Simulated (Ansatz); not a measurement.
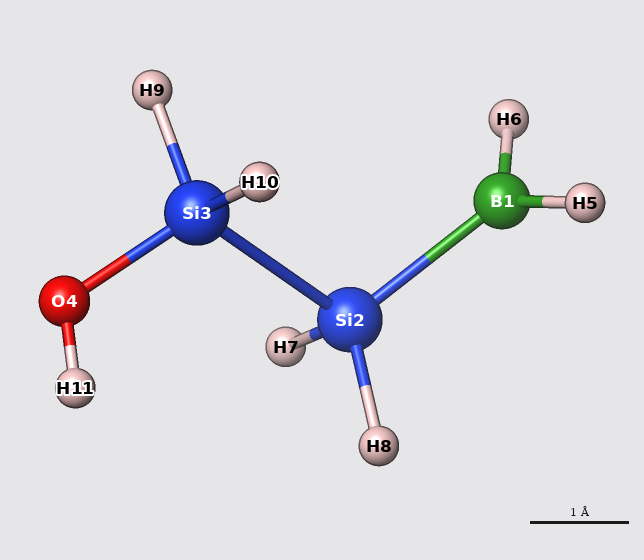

The atoms are numbered. The geometry was computed by an optimisation with PBE0-D4/def2-TZVP.

Give the bond lengths.

| bond | length (Å) | order |
| --- | --- | --- |
| B1–Si2 | 1.990 | single |
| B1–H5 | 1.195 | single |
| B1–H6 | 1.195 | single |
| Si2–Si3 | 2.364 | single |
| Si2–H7 | 1.490 | single |
| Si2–H8 | 1.493 | single |
| Si3–O4 | 1.653 | single |
| Si3–H9 | 1.483 | single |
| Si3–H10 | 1.492 | single |
| O4–H11 | 0.958 | single |
